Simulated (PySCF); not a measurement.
Molecule: C3H10AlBO2, SMILES [Al]([CH2]B(O)O)([CH3])[CH3]. Atoms near the plane z = 0.0 Å, at the GFN2-xTB optimised geometry (x, y, z in Å): B1 (0.4, 0.2, 0.2), O2 (0.4, -1.2, 0.0), O3 (1.6, 0.7, 0.5), C4 (-1.0, 0.8, 0.0), Al5 (-1.6, -1.2, 0.0), H8 (1.2, -1.7, 0.0), H9 (1.6, 1.7, 0.6), H10 (-1.3, 1.6, 0.7), H11 (-1.2, 1.2, -1.0).

Level of theory: PBE0/def2-SVP run with PySCF. Cells within 0.4 Å of a nucleus heavier than hydrogen are left out (blank, or x). The values are rescaled to run from 0 to 1.

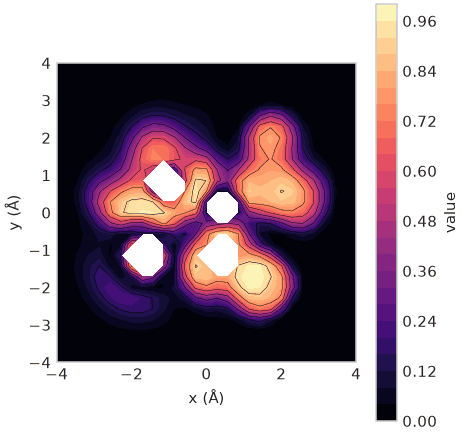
Figure: a field on the plane z = 0.0 Å.

Task: Which quantity is mapped?
(A) an orbital amplitude
(B) deformation density (molecule minus spherical neutral atoms)
(C) log10 of the electron density
(D) electron localisation function

Result: D, electron localisation function
